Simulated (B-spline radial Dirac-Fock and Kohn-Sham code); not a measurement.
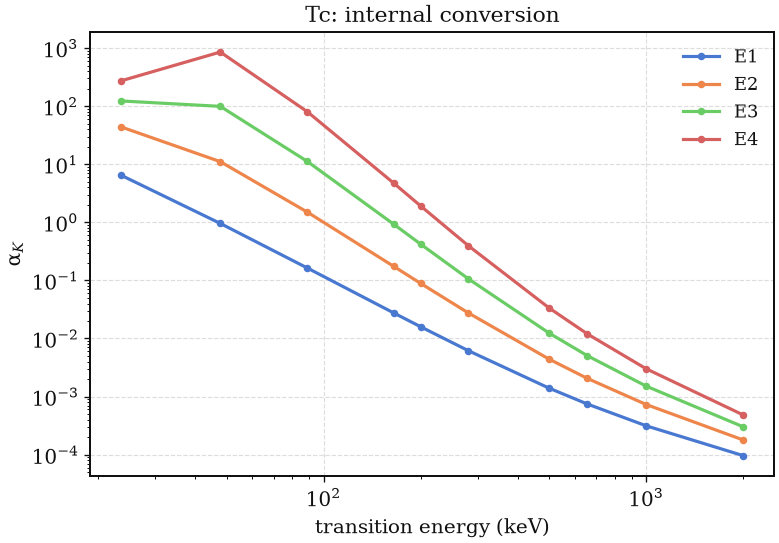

K-shell internal conversion coefficients against transition energy, at the marked points and joined by straight lines (also across edges). Species: technetium (Z = 43). The calculation used a Dirac–Hartree–Slater potential of the neutral atom, no hole, surface-current nucleus (a B-spline radial code).

**How do the multipoles rank at 657 keV?**

E4 (0.0120), E3 (0.00505), E2 (0.00205), E1 (7.44 × 10⁻⁴).

**Above what energy does an E1 transition emit more photons than K-shell conversion electrons?**

Between 23.6 and 47.8 keV, where α drops through 1.
